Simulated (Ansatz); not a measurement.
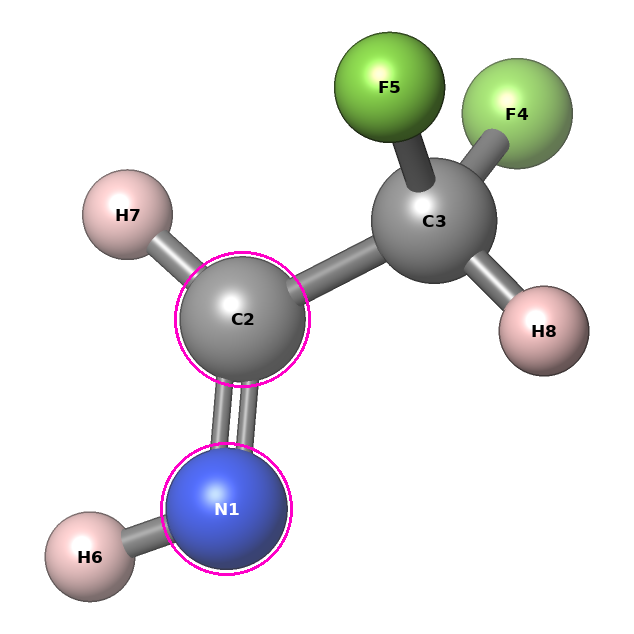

Depth is shown by fading: the farther an atom, the more it takes the colour of the background. Circles mark the stereogenic atoms. The geometry was computed by an optimisation with PBE0-D4/def2-TZVP.

**Assign CIP descriptors.**

N1=C2: E.

**Give a SMILES with the stereochemistry.**

[H]/N=C/C(F)F
